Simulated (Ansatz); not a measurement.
# [H2PO2]− (SMILES O=[PH2][O-]): levels of theory compared

Wanted: a comparison of 6 runs (UPBE/STO-3G, revPBE/STO-3G, wB97X/STO-3G, BCCD(T)/STO-3G, CCSDTQ/STO-3G, FCI/STO-3G) of [H2PO2]−. 

Program for the calculation: Ansatz 0.2.0.

5 further runs of the same task are left out: 4 that didn't finish, 1 set aside as unsound or not needed.

## 1. Starting point

[H2PO2]−: 5 atoms, total charge -1, spin state singlet. SMILES: `O=[PH2][O-]`. The P2–O1 distance was set to 2.218 Å, away from the relaxed value.

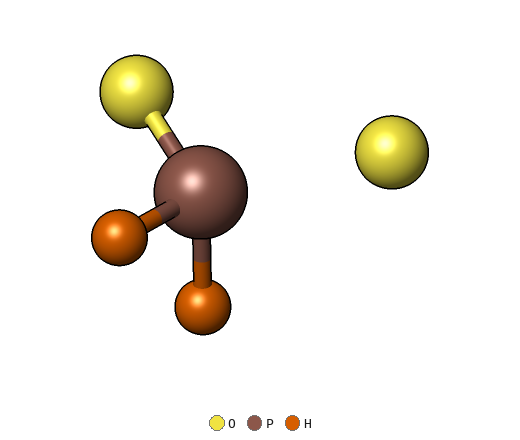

Viewed from a chosen angle; oxygen yellow, phosphorus brown, hydrogen orange.

## 2. The energy at UPBE/STO-3G (run 1)

Input file job.yaml:

```yaml
crystal:
  periodic: [false, false, false]
  atoms:
    - {symbol: O, position_ang: [-0.866613, 0.641790, 1.983780]}
    - {symbol: P, position_ang: [0.023990, -0.029410, 0.067110]}
    - {symbol: O, position_ang: [1.087130, -1.056140, 0.105400]}
    - {symbol: H, position_ang: [-0.993470, -0.417790, -0.831230]}
    - {symbol: H, position_ang: [0.452100, 1.085290, -0.686190]}
basis:
  gaussian: {orbitals: STO-3G}
total_charge: -1
magnetization: {spin_polarized: true}
hamiltonian: {xc: {name: PBE}}
accuracy: high
```

Started as:

```console
$ ansatz run job.yaml --threads 1 --pin off --max-ram 2610MiB --events-out events.jsonl --progress --plain --runs-dir runs
```

Standard output:

```text
Warning: RAYON_NUM_THREADS=1 ignored (pool sized by the plan → 1); use --threads N
Functional definition: PBE
  name "PBE"
  parameter kappa = 0.804
  parameter beta = 0.06672455060314922
  exchange = pbe_x(kappa = kappa, mu = beta*pi^2/3)
  correlation = pbe_c(beta = beta)
376 factors; integrals over basis functions are off by at most 2.9e-8 eV
mean field evaluation 1: about -13224.3063 eV, gradient 3.3e1 eV
mean field evaluation 2: about -13005.3965 eV, gradient 5.7e1 eV
mean field evaluation 4: about -13209.2812 eV, gradient 3.0e1 eV
mean field evaluation 8: about -13233.5246 eV, gradient 1.8e-3 eV
mean field evaluation 16: about -13233.5838 eV, gradient 2.1e0 eV
mean field evaluation 32: about -13233.7551 eV, gradient 3.5e-8 eV
mean field evaluation 64: about -13233.0973 eV, gradient 2.0e0 eV
mean field evaluation 96: about -13233.7485 eV, gradient 1.7e-1 eV
mean field -13233.75509483 eV, -486.3315295738 hartree, gradient 3.5e-8 eV, S^2 0.531926; 7 other end points of the search recorded, 0 dependent functions left out
reference -13233.75509622 eV, -486.3315296246 hartree; 17, 17 occupied and 4, 4 virtual orbitals, 376 factors
Total energy: -13233.75509622 eV, -486.3315296246 hartree
```

Run time: 11 s. Hardware: 1 thread of Arm Neoverse V1, shared host; peak memory 0.13 GiB.

## 3. A single-point energy at revPBE/STO-3G (run 2)

Input file input.yaml:

```yaml
crystal:
  periodic: [false, false, false]
  atoms:
    - {symbol: O, position_ang: [-0.866613, 0.641790, 1.983780]}
    - {symbol: P, position_ang: [0.023990, -0.029410, 0.067110]}
    - {symbol: O, position_ang: [1.087130, -1.056140, 0.105400]}
    - {symbol: H, position_ang: [-0.993470, -0.417790, -0.831230]}
    - {symbol: H, position_ang: [0.452100, 1.085290, -0.686190]}
basis:
  gaussian: {orbitals: STO-3G}
total_charge: -1
magnetization: {spin_polarized: false}
hamiltonian: {xc: {name: revPBE}}
accuracy: high
```

Started as:

```console
$ ansatz run input.yaml --threads 1 --pin off --max-ram 2610MiB --events-out events.jsonl --progress --plain --runs-dir runs
```

Standard output:

```text
Warning: RAYON_NUM_THREADS=1 ignored (pool sized by the plan → 1); use --threads N
Functional definition: revPBE
  name "revPBE"
  parameter kappa = 1.245
[... 3 set-up lines as earlier in the session ...]
376 factors; integrals over basis functions are off by at most 2.9e-8 eV
mean field evaluation 1: about -13230.6288 eV, gradient 4.6e1 eV
mean field evaluation 2: about -13012.0776 eV, gradient 8.0e1 eV
mean field evaluation 4: about -13215.5802 eV, gradient 4.3e1 eV
mean field evaluation 8: about -13239.8794 eV, gradient 7.2e-2 eV
mean field evaluation 16: about -13232.1640 eV, gradient 9.4e0 eV
mean field -13239.85595390 eV, -486.5557320093 hartree, gradient 3.4e-8 eV, S^2 0.000000; 0 other end points of the search recorded, 0 dependent functions left out
reference -13239.85595561 eV, -486.5557320721 hartree; 17, 17 occupied and 4, 4 virtual orbitals, 376 factors
Total energy: -13239.85595561 eV, -486.5557320721 hartree
```

Run time: 1.3 s. Hardware: 1 thread of Arm Neoverse V1, shared host; peak memory 0.096 GiB.

## 4. A single-point energy at wB97X/STO-3G (run 3)

job.yaml, as its differences from that of step 2:

```diff
@@ -1 +1,4 @@
+basis:
+  gaussian:
+    orbitals: STO-3G
 crystal:
@@ -8,7 +11,5 @@
     - {symbol: H, position_ang: [0.452100, 1.085290, -0.686190]}
-basis:
-  gaussian: {orbitals: STO-3G}
+hamiltonian:
+  xc: {name: wB97X}
 total_charge: -1
-magnetization: {spin_polarized: true}
-hamiltonian: {xc: {name: PBE}}
 accuracy: high
```

Started as:

```console
$ ansatz run job.yaml --threads 1 --pin off --max-ram 2610MiB --events-out events.jsonl --progress --plain --runs-dir runs
```

Standard output (excerpt; [...] marks lines left out):

```text
Warning: RAYON_NUM_THREADS=1 ignored (pool sized by the plan → 1); use --threads N
Functional definition: wB97X
  name "wB97X"
[...]
      + exact_x_lr(omega)
[...]
      + integral(e_c_pw_opposite_spin*poly(b97_u_opposite, 1, cos1, cos2, cos3, cos4))
376 factors; integrals over basis functions are off by at most 2.9e-8 eV
144 factors; integrals over basis functions are off by at most 8.4e-10 eV
[...]
mean field -13241.27188469 eV, -486.6077665060 hartree, gradient 5.8e-8 eV, S^2 0.000000; 0 other end points of the search recorded, 0 dependent functions left out
reference -13241.27188342 eV, -486.6077664594 hartree; 17, 17 occupied and 4, 4 virtual orbitals, 376 factors
Total energy: -13241.27188342 eV, -486.6077664594 hartree
```

Wall time 5.7 s (1 thread of Arm Neoverse V1, shared host); peak memory 0.24 GiB.

Runs 4 to 5 aren't shown in full; the table further down has their settings and results.

## 5. A single-point energy at FCI/STO-3G (run 6)

Input file molecule.yaml:

```yaml
crystal:
  periodic: [false, false, false]
  atoms:
    - {symbol: O, position_ang: [-0.866613, 0.641790, 1.983780]}
    - {symbol: P, position_ang: [0.023990, -0.029410, 0.067110]}
    - {symbol: O, position_ang: [1.087130, -1.056140, 0.105400]}
    - {symbol: H, position_ang: [-0.993470, -0.417790, -0.831230]}
    - {symbol: H, position_ang: [0.452100, 1.085290, -0.686190]}
basis:
  gaussian:
    orbitals: STO-3G
total_charge: -1
correlation:
  method: fci
  frozen_orbitals: {H: 0, O: 1, P: 5}
accuracy: high
```

Started as:

```console
$ ansatz run molecule.yaml --threads 1 --pin off --max-ram 2610MiB --events-out events.jsonl --progress --plain --runs-dir runs
```

Standard output (excerpt; [...] marks lines left out):

```text
Warning: RAYON_NUM_THREADS=1 ignored (pool sized by the plan → 1); use --threads N
Functional definition: HF
  name "HF"
[...]
376 factors; integrals over basis functions are off by at most 2.9e-8 eV
[...]
mean field -13207.04680939 eV, -485.3500181873 hartree, gradient 2.9e-8 eV, S^2 0.000000; 2 other end points of the search recorded, 0 dependent functions left out; unrestricted orbitals would lower it
7 core orbitals not correlated: weight in the atoms' cores, before any rotation towards them, 1.000 or more for the frozen orbitals, at most 0.000 for the correlated occupied ones
reference -13207.04680939 eV, -485.3500181873 hartree; 10, 10 occupied and 4, 4 virtual orbitals, 376 factors
state -13210.58344227 eV, -485.4799870483 hartree
Total energy: -13210.58344227 eV, -485.4799870483 hartree
```

It took 6 s on 1 thread of Arm Neoverse V1, shared host; peak memory 0.14 GiB.

## 6. Overview of the runs

| run | level | frozen core orbitals | energy (Eh) | wall time |
| --- | --- | --- | --- | --- |
| 1 | UPBE/STO-3G | – | -486.331530 | 11 s |
| 2 | revPBE/STO-3G | – | -486.555732 | 1.3 s |
| 3 | wB97X/STO-3G | – | -486.607766 | 5.7 s |
| 4 | BCCD(T)/STO-3G | 7 | -485.479345 | 0.34 s |
| 5 | CCSDTQ/STO-3G | 7 | -485.480144 | 14 s |
| 6 | FCI/STO-3G | 7 | -485.479987 | 6 s |

## 7. Summary of results

```
                                          quantity          value
                               run 6: total energy  -485.47999 Eh
run 6: correlation energy (7 core orbitals frozen)     -130.0 mEh
```

**Reading.** Against full CI in this basis: BCCD(T) +0.6 mEh; CCSDTQ -0.2 mEh. Totals of different functionals can't be ranked against each other. In runs 4, 5 the log says that unrestricted orbitals would lower the reference, so the values rest on an unstable closed-shell determinant (other closed-shell runs at this shape may share the fault). In runs 1, 2, 3, 4, 5, 6 the basis is minimal, so the values are rough. Spin contamination of the reference: run 1 ⟨S²⟩ = 0.53. All runs together took 38 s, the longest 14 s.
